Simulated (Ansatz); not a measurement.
**Quasi-harmonic thermodynamics of Ge (Germanium, Fd-3m)**

Wanted: α(T), C_P(T) and B(T) of Germanium in the quasi-harmonic approximation.

What experiment has found for this phase:
- volume expansion coefficient 16.2 1e-6/K, heat capacity C_P per formula unit 23.3 J/mol/K and bulk modulus 78 GPa near room temperature (given in “High-Throughput Prediction of Finite-Temperature Properties using the Quasi-Harmonic Approximation”, 2016, arXiv:1603.06924)

Program: Ansatz 0.2.0. Level of theory: DFT PBEsol, scalar-relativistic, plane waves, PAW. Results are calculated unless marked as measured.

### 1. Starting point

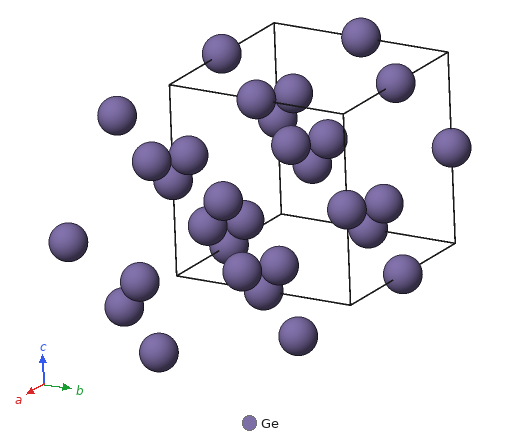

The cell as given, slightly off an axis (germanium purple). 2×1×1 cells are drawn. This picture shows the conventional cell, with its axes. Some periodic images of atoms are drawn too.

As a file:

```cif
data_structure
_symmetry_space_group_name_H-M 'Fd-3m:1'
_symmetry_Int_Tables_number 227
_cell_length_a 5.6578
_cell_length_b 5.6578
_cell_length_c 5.6578
_cell_angle_alpha 90.000
_cell_angle_beta 90.000
_cell_angle_gamma 90.000
_cell_volume 181.11
loop_
_atom_site_label
_atom_site_type_symbol
_atom_site_symmetry_multiplicity
_atom_site_Wyckoff_symbol
_atom_site_fract_x
_atom_site_fract_y
_atom_site_fract_z
_atom_site_occupancy
Ge1 Ge 8 b 0.00000 0.00000 0.50000 1
```

### 2. Probe on a coarse mesh

Before spending time, one coarse run tells the gap and the pressure of the starting cell.

File input.yaml:

```yaml
crystal:
  lattice:
    - [0.0, 2.82891, 2.82891]
    - [2.82891, 0.0, 2.82891]
    - [2.82891, 2.82891, 0.0]
  atoms:
    - { symbol: Ge, position: [0.0, 0.0, 0.0] }
    - { symbol: Ge, position: [0.25, 0.25, 0.25] }
kpoints:
  mp_grid: { grid: [6, 6, 6] }
hamiltonian:
  xc: pbesol
scf:
  occupations: { method: gaussian, width: 0.1 }
  lower_state_search: "off"
output:
  forces: true
  stress: true
  eigenvalues: true
```

Run with:

```
ansatz run input.yaml --threads 8 --pin off --max-ram 16384MiB --backend cpu --events-out ev --progress --plain --runs-dir out
```

Numbers of over 12 decimals in the logs are rounded to 6 here.

The program printed:

```text
Engine: ansatz 0.2.0, aarch64-unknown-linux-gnu
Pseudopotentials: kind: paw
Pseudopotential: Ge, paw, valence charge 14, recommended cutoff 420 eV (normal), Ge.paw.azcp
Functional definition: PBEsol
  exchange = pbesol_x
  correlation = pbesol_c
Crystal: 2 atoms, lattice volume = 45.278 Å³
Basis set: ecut = 420 eV, 893 PW (Γ), exchange–correlation on 54×54×54 points (8 copies of the dense FFT grid, shifted against one another)
Bands: 18, of which v1, the nominal top of the filled ones, is band 14 counted from 1 (13 counted from 0)
Symmetry: 48 space group operations
Space group: Fd-3m (ITA 227), of the structure as read, at distance tolerance 3.6e-5 Å
k-points: 16 of 216
Non-local potential: Ge, projectors of the file, l = 0: 2, l = 1: 2, l = 2: 3, l = 3: 1
PAW form: soft (Blöchl's): semilocal exchange-correlation on the pseudo side does not see the compensation charge
PAW frozen core: Ge, regenerated for the run's functional, and the local potential with it (the file was generated under x = pbe(κ = 0.804, μ = 0.219515), c = pbe(β = 0.066725))
PAW one-centre angular grid: Ge, 590 points (default); XC on 64 Gauss nodes
Initial density: superposition of atomic densities (neutral atoms: chi_scale 0, normalization atom), corrected by the library's trained network
Initial wavefunctions: pseudopotential atomic-orbital guess
Functional: x = pbesol(κ = 0.804, μ = 0.123457), c = pbesol(β = 0.046)
SCF iter   1: F=—  HF=-8506.947790 eV  |F-HF|=—  |Δ(HF+E_count)|=         —  Δρ=1.96e-3  dr2=2.03e-3  ethr=1.77e-3  ⟨swp⟩=5.6  Hψ=1326  notcnv=0
preconditioner: auto → none  [insulator: Δε(μ)=0.113 eV  Ē_g=23.350 eV  σ=0.100 eV  W_gap=0.53  n_scr=14 (ndim 8)  ℏωp=29.2 eV  f_vac=0.080  D(μ)=0.29/eV (n_scr^D=0)  ε∞_Penn≈2.6]
SCF iter   2: F=—  HF=-8506.946546 eV  |F-HF|=—  |Δ(HF+E_count)|=   1.24e-3  Δρ=1.01e-3  dr2=3.36e-4  ethr=7.26e-6  ⟨swp⟩=2.6  Hψ=600  notcnv=0
SCF iter   3: F=—  HF=-8506.946652 eV  |F-HF|=—  |Δ(HF+E_count)|=   1.06e-4  Δρ=2.74e-4  dr2=2.33e-5  ethr=1.20e-6  ⟨swp⟩=2.0  Hψ=513  notcnv=0
SCF iter   4: F=—  HF=-8506.946625 eV  |F-HF|=—  |Δ(HF+E_count)|=   2.71e-5  Δρ=8.49e-5  dr2=2.23e-6  ethr=8.30e-8  ⟨swp⟩=2.0  Hψ=513  notcnv=0
SCF iter   5: F=—  HF=-8506.946625 eV  |F-HF|=—  |Δ(HF+E_count)|=   7.64e-7  Δρ=2.90e-5  dr2=2.60e-7  ethr=7.95e-9  ⟨swp⟩=2.0  Hψ=507  notcnv=0
SCF iter   6: F=-8506.946625 eV  HF=-8506.946625 eV  |F-HF|=2.28e-9  |Δ(HF+E_count)|=   5.42e-8  Δρ=4.53e-6  dr2=5.33e-9  ethr=3.57e-10  ⟨swp⟩=5.0  Hψ=1290  notcnv=0
SCF 1 converged in 6 iterations: F = -8506.946625 eV  dr2 = 5.33e-9
  greatest PAW one-centre occupation: 0.998 electrons in one spin orbital (limit 2), on the Ge atom at site 1 (counted from 0), in its partial waves of l = 2
SCF converged after 6 iterations
Free energy (F): -8506.946625 eV
Harris-Foulkes:  -8506.946625 eV  (|F-HF|=2.28e-9)
Internal energy: -8506.945205 eV  (E = F + TS)
E sigma→0 (E₀):  -8506.945915 eV
Entropy (-TS):   -0.001420 eV (-0.710 meV/atom)
Fermi energy:    8.474093 eV
--- Per-component energies (eV) ---
  E_band       = -302.091372
  E_kinetic    = 223.377623
  E_local      = -4944.783197  (includes V_loc(G=0)·N_el)
  E_nonlocal   = 840.574860
  E_hartree    = 2167.711826
  E_xc         = -150.017341
  E_vxc        = -129.578966  (∫ρ·V_xc dr)
  E_paw        = -3958.510845  (= ΣΔE_a)
  E_vpaw       = -627.110855  (= ΣTr[D̂ρ^β])
  E_aug_tail   = 0.000703  (compensation charges beyond the density's cutoff)
  E_ewald      = -2687.134708
  E_core_change = 1.835872  (= ΣΔE_core)
  E_smearing   = -0.001420  (= −TS)
  E_closure    = 0.000000  (closes the sum)
  Σ components = -8506.946625   (vs F -8506.946625, Δ=0.00e0)
--- Forces (eV/Å), atoms counted from 1 ---
  atom   1  Ge     0.00000000    -0.00000000    -0.00000000
  atom   2  Ge     0.00000000     0.00000000    -0.00000000
  max |Σ_I F_I| component: 3.70e-17 eV/Å
--- Stress (GPa, compression-positive) ---
        0.718491      -0.000000       0.000000
       -0.000000       0.718491      -0.000000
        0.000000      -0.000000       0.718491
  P = ⅓ Tr σ = 0.7185 GPa (7.185 kbar)
--- Band table (eV; the first three rows and the last of 16) ---
  k-point 0: bands = [... 10 lower, -4.3456, 8.4337, 8.4507, 8.4507, 8.4507, 10.9728, 10.9728, 10.9728]
  k-point 1: bands = [... 10 lower, -4.0084, 5.2631, 7.9255, 7.9255, 9.3575, 11.6662, 11.6662, 12.5572]
  k-point 2: bands = [... 10 lower, -3.0728, 2.3384, 7.2796, 7.2796, 8.7944, 12.1873, 12.1873, 15.3941]
  k-point 15: bands = [... 10 lower, -0.3768, -0.3768, 4.6877, 4.6877, 11.0772, 11.0772, 14.9621, 14.9621]
```

Run time: 0.35 s. Hardware: 8 threads of Arm Neoverse V1, shared host; peak memory 0.3 GiB.

This step gave:

| Quantity | Value |
| --- | --- |
| pressure | 0.7185 GPa |
| volume per atom | 22.64 Å³/atom |
| gap on the k-mesh | 0 eV |

The start is under 0.72 GPa at this level and looks like a metal on this mesh.

### 3. Relaxation

The vibrations must be taken about the equilibrium of this functional, not about the starting cell, so the structure is relaxed.

input.yaml: that of step 2 with these lines changed.

```diff
@@ -9,3 +9,3 @@
 kpoints:
-  mp_grid: { grid: [6, 6, 6] }
+  mp_grid: { grid: [14, 14, 14] }
 hamiltonian:
@@ -19 +19,6 @@
   eigenvalues: true
+relax:
+  adjacent_minimum: "off"
+  f_tol: 0.005
+  max_steps: 80
+  cell: { stress_tol: 0.05 }
```

The program printed:

```text
[...]
Crystal: 2 atoms, lattice volume = 45.278 Å³
Basis set: ecut = 420 eV, 893 PW (Γ), exchange–correlation on 54×54×54 points (8 copies of the dense FFT grid, shifted against one another)
Bands: 18, of which v1, the nominal top of the filled ones, is band 14 counted from 1 (13 counted from 0)
Symmetry: 48 space group operations
[...]
k-points: 104 of 2744
[...]
SCF iter   1: F=—  HF=-8506.994430 eV  |F-HF|=—  |Δ(HF+E_count)|=         —  Δρ=2.54e-3  dr2=3.48e-3  ethr=1.77e-3  ⟨swp⟩=5.7  Hψ=8772  notcnv=0
[...]
SCF iter   6: F=-8506.993072 eV  HF=-8506.993072 eV  |F-HF|=2.09e-9  |Δ(HF+E_count)|=   3.60e-8  Δρ=2.07e-6  dr2=9.13e-10  ethr=3.42e-10  ⟨swp⟩=5.0  Hψ=8417  notcnv=0
SCF 1 converged in 6 iterations: F = -8506.993072 eV  dr2 = 9.13e-10
[...]
relax step   1: F+E_penalty+E_count = -8506.99307175 eV  Δ(F+E_penalty+E_count) = +0.000e0 eV  max|allowed force component| = 1.850e-17 eV/Å  Δτ_max = 0.0000 Å  P = +0.654 GPa  Ω = 45.278 Å³  (6 SCF iters, dr2 threshold 1.00e-7 eV, accepted)
Crystal: 2 atoms, lattice volume = 45.629 Å³
[...]
iter 1 solved again at ethr=3.11e-7 eV; its pass at ethr=3.10e-3 eV (dr2=8.71e-5 eV) is discarded
[...]
SCF iter   5: F=-8506.993867 eV  HF=-8506.993867 eV  |F-HF|=5.31e-8  |Δ(HF+E_count)|=   1.88e-7  Δρ=8.75e-6  dr2=2.50e-8  ethr=5.10e-10  ⟨swp⟩=5.0  Hψ=8174  notcnv=0
SCF 2 converged in 5 iterations: F = -8506.993867 eV  dr2 = 2.50e-8
relax step   2: F+E_penalty+E_count = -8506.99386709 eV  Δ(F+E_penalty+E_count) = -7.953e-4 eV  max|allowed force component| = 1.561e-17 eV/Å  Δτ_max = 0.0000 Å  P = +0.122 GPa  Ω = 45.629 Å³  energy of the carried Pulay correction = -5.085e-5 eV  (5 SCF iters, dr2 threshold 2.00e-7 eV, accepted)
Crystal: 2 atoms, lattice volume = 45.710 Å³
[...]
SCF iter   5: F=-8506.993887 eV  HF=-8506.993887 eV  |F-HF|=2.46e-9  |Δ(HF+E_count)|=   9.33e-9  Δρ=1.53e-6  dr2=9.98e-10  ethr=5.32e-11  ⟨swp⟩=3.5  Hψ=5452  notcnv=0
SCF 3 converged in 5 iterations: F = -8506.993887 eV  dr2 = 9.98e-10
relax step   3: F+E_penalty+E_count = -8506.99388713 eV  Δ(F+E_penalty+E_count) = -2.004e-5 eV  max|allowed force component| = 6.476e-17 eV/Å  Δτ_max = 0.0000 Å  P = +0.002 GPa  Ω = 45.710 Å³  energy of the carried Pulay correction = -6.260e-5 eV  (5 SCF iters, dr2 threshold 3.74e-8 eV, accepted)
[...]
SCF iter   1: F=—  HF=-8506.993954 eV  |F-HF|=—  |Δ(HF+E_count)|=         —  Δρ=5.39e-6  dr2=2.79e-9  ethr=2.35e-7  ⟨swp⟩=2.4  Hψ=12827  notcnv=0
eigensolver tolerance schedule: the retry pair's looser diagonalisation over-reported the residual by 23567.23 of it (diagonalisation noise at an unbounded share of the residual, at the tolerance the schedule requests for it); recorded, not acted on — ethr = c·dr2/N_el stays at c = 1.0e-1
SCF iter   2: F=—  HF=-8506.993952 eV  |F-HF|=—  |Δ(HF+E_count)|=   2.63e-6  Δρ=5.31e-6  dr2=5.48e-9  ethr=9.96e-12  ⟨swp⟩=3.0  Hψ=4527  notcnv=0
[...]
SCF iter   5: F=-8506.993952 eV  HF=-8506.993952 eV  |F-HF|=7.28e-12  |Δ(HF+E_count)|=  8.55e-11  Δρ=1.21e-7  dr2=9.56e-12  ethr=1.00e-12  ⟨swp⟩=5.0  Hψ=7079  notcnv=0
SCF 4 converged in 5 iterations: F = -8506.993952 eV  dr2 = 9.56e-12
relax step   4: F+E_penalty+E_count = -8506.99395170 eV  Δ(F+E_penalty+E_count) = -6.457e-5 eV  max|allowed force component| = 3.585e-17 eV/Å  Δτ_max = 0.0000 Å  P = +0.002 GPa  Ω = 45.710 Å³  stress off target by 2.39e-3 GPa  SCF on the basis re-selected at this cell (its energy is not comparable with the rows above)  (5 SCF iters)
basis re-selected at this cell: Δ(F+E_penalty+E_count) = -6.457e-5 eV, ΔP = +0.000 GPa vs the last step (what re-selecting the basis moved, of the pressure what is left beyond the Pulay correction that the steps carried, after the strain that the cell walked since its last selection, with what the two solves' SCF thresholds leave and, on support functions, any second-order correction that the steps lacked; it is no m [...]
SCF converged after 5 iterations
Free energy (F): -8506.993952 eV
[...]
Internal energy: -8506.993706 eV  (E = F + TS)
E sigma→0 (E₀):  -8506.993829 eV
Entropy (-TS):   -0.000246 eV (-0.123 meV/atom)
Fermi energy:    8.330601 eV
[...]
--- Stress (GPa, compression-positive) ---
        0.002386      -0.000000       0.000000
       -0.000000       0.002386      -0.000000
        0.000000      -0.000000       0.002386
  P = ⅓ Tr σ = 0.0024 GPa (0.024 kbar)
--- Band table (eV; the first three rows and the last of 104) ---
  k-point 0: bands = [... 10 lower, -4.4074, 8.2119, 8.3153, 8.3153, 8.3153, 10.8378, 10.8378, 10.8378]
  k-point 1: bands = [... 10 lower, -4.3454, 6.9663, 8.1901, 8.1901, 9.1324, 11.0046, 11.0046, 11.1013]
  k-point 2: bands = [... 10 lower, -4.1611, 5.5816, 7.9041, 7.9041, 9.2458, 11.3862, 11.3862, 11.9994]
  k-point 103: bands = [... 10 lower, -0.4578, -0.4578, 4.4571, 4.4571, 11.9182, 11.9182, 13.6246, 13.6246]
--- Relaxed structure (3 steps of the walk, 3 accepted, 1 SCFs on fresh bases) ---
  F+E_penalty+E_count = -8506.99395170 eV   max|allowed force component| = 3.585e-17 eV/Å   (the final SCF, on the basis selected at the relaxed cell)
  cell:  # Å, volume = 45.7102 Å³
    - [0, 2.837882, 2.837882]
    - [2.837882, 0, 2.837882]
    - [2.837882, 2.837882, 0]
  atoms:
    - { symbol: Ge, position: [0, 0, 0] }
    - { symbol: Ge, position: [0.25, 0.25, 0.25] }
```

Wall time 2.9 s (8 threads); peak memory 0.43 GiB; 19 s of CPU time.

Relaxation path:

```tsv
step	energy less that of the first step (eV)	largest force component (eV/Å)	pressure (GPa)	volume (Å³)
1	0.0000	0.0000	0.65	45.28
2	-0.0008	0.0000	0.12	45.63
3	-0.0008	0.0000	0.00	45.71
4*	-0.0009	0.0000	0.00	45.71
```

Relaxation steps marked * repeat the geometry before them on a plane-wave basis chosen anew for their cell, so energy and pressure can jump there.

The run keeps the 48 symmetry operations that it works with, so distortions that break them were not tested.

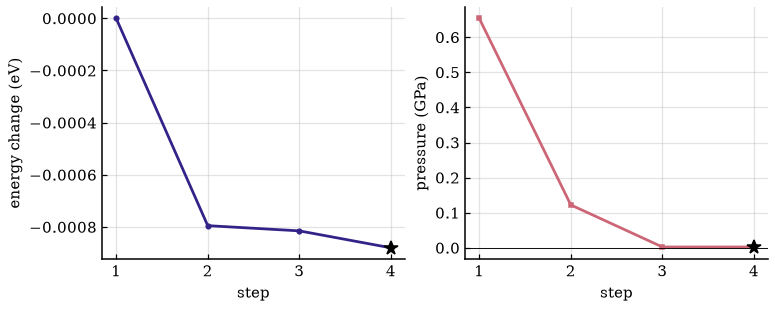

Energy and pressure along the relaxation. Stars mark steps on a basis chosen anew.

```tsv
conventional cell, symmetrised	before	after	change
a (Å)	5.658	5.676	+0.3 %
b (Å)	5.658	5.676	+0.3 %
c (Å)	5.658	5.676	+0.3 %
volume (Å³/atom)	22.64	22.86	+1.0 %
```

Final coordinates:

```
Ge
1.0
     0.00000    2.83788    2.83788
     2.83788    0.00000    2.83788
     2.83788    2.83788    0.00000
Ge
2
Direct
  0.00000 0.00000 0.00000
  0.25000 0.25000 0.25000
```

This step gave:

```
pressure        : 0.002386 GPa
volume per atom : 22.86 Å³/atom
```

The relaxation ends with a pressure of 0.00 GPa.

### 4. Relaxing to small residual forces and stress

The thresholds are tightened for a last relaxation ahead of the phonons, and where mesh or smearing change with them the cell follows.

File input.yaml:

```yaml
crystal:
  lattice:
    - [0.0, 2.8378824038, 2.8378824038]
    - [2.8378824038, 0.0, 2.8378824038]
    - [2.8378824038, 2.8378824038, 0.0]
  atoms:
    - { symbol: Ge, position: [0.0, 0.0, 0.0] }
    - { symbol: Ge, position: [0.25, 0.25, 0.25] }
kpoints:
  mp_grid: { grid: [16, 16, 16] }
hamiltonian:
  xc: pbesol
scf:
  occupations: { method: methfessel_paxton, width: 0.2 }
  lower_state_search: "off"
output:
  forces: true
  stress: true
  eigenvalues: true
relax:
  adjacent_minimum: "off"
  f_tol: 0.001
  max_steps: 60
  cell: { stress_tol: 0.01 }
```

The program printed:

```text
[...]
Crystal: 2 atoms, lattice volume = 45.710 Å³
Basis set: ecut = 420 eV, 893 PW (Γ), exchange–correlation on 54×54×54 points (8 copies of the dense FFT grid, shifted against one another)
Bands: 18, of which v1, the nominal top of the filled ones, is band 14 counted from 1 (13 counted from 0)
Symmetry: 48 space group operations
[...]
k-points: 145 of 4096
[...]
k-point 144: bands = [... 10 lower, -0.4529, -0.4529, 4.4237, 4.4237, 12.5584, 12.5584, 12.9419, 12.9419]
--- Relaxed structure (1 steps of the walk, 1 accepted, 1 SCFs on fresh bases) ---
[...]
cell:  # Å, volume = 45.7102 Å³
    - [0.0, 2.8378824038, 2.8378824038]
    - [2.8378824038, 0.0, 2.8378824038]
    - [2.8378824038, 2.8378824038, 0.0]
  atoms:
    - { symbol: Ge, position: [0.0, 0.0, 0.0] }
    - { symbol: Ge, position: [0.25, 0.25, 0.25] }
[key lines of the parts left out:]
SCF converged after 5 iterations
Free energy (F): -8506.994088 eV
Fermi energy:    8.333911 eV
P = ⅓ Tr σ = 0.0019 GPa (0.019 kbar)
```

Run time: 2.3 s. Hardware: 8 threads; peak memory 0.45 GiB.

Little changed from the start: no atom moved by 0.005 Å and no cell edge by 0.1 %.

Numbers from this step:

| Property | Result |
| --- | --- |
| pressure | 0.001876 GPa |

The residual pressure is 0.0019 GPa, small enough for phonons.

[end of part 1 of 4]

[Logs are printed without paths, hosts, clocks, repeated set-up lines and the standing remarks that a program may print on its own settings, such as how far it seeks lower states.]

[Hosts, paths, dates, database ids (printed as entryN), source tags and the programs' standing remarks are cut or masked in the printed files.]

[A step with changed settings may run another functional than the one named; its input shows which.]

[Pressures of single members of a volume series are the stress at the run's cutoff; with an incomplete basis they can lie off −dE/dV of the same runs, and they are not shown converged.]
